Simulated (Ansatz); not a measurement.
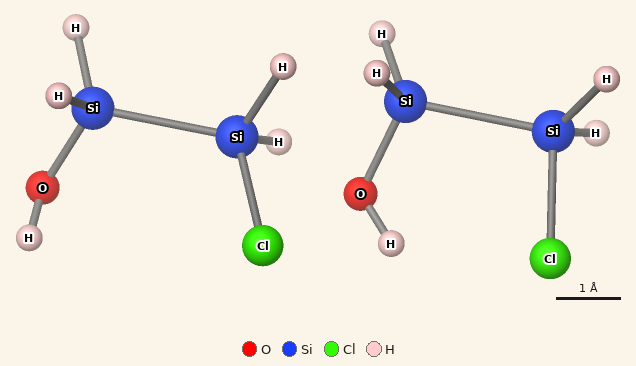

Two geometries of Si$_{2}$H$_{5}$OCl (coarse preliminary run), drawn at one scale. One is the start of a relaxation, the other its converged end. Style: ball-and-stick. Shown face on.

Level of theory: RKS PBE-D4/def2-SVP in Ansatz 0.2.0. Set-up: force threshold 0.03 eV/Å; at most 200 steps.

**Which one is relaxed?**

The right one is the relaxed one. The start comes from a force field. Over 12 accepted moves (13 points after the start) the energy falls by 27.0 kJ/mol. Largest force component: 1.7 eV/Å at the start, 0.0066 eV/Å at the end. The line search rejected the trial step at point 8 of the run. The largest move after the best rigid fit is that of an H atom, 0.70 Å. By element the largest moves are H 0.70 Å, Cl 0.58 Å, O 0.23 Å, Si 0.14 Å. Near-neighbour distances that change, for instance: Cl–Si 2.018 → 2.116 Å, O–Si 1.620 → 1.685 Å, Si–Si 2.301 → 2.360 Å, H–Si 1.548 → 1.504 Å. Bond angles that change, for instance: Si–Si–Cl 112.3° → 100.1°, Si–O–H 121.0° → 111.8°, Si–Si–H 110.0° → 117.3°. Groups turn about O–Si by about 45°. The run took roughly 29 core-seconds on a shared host.
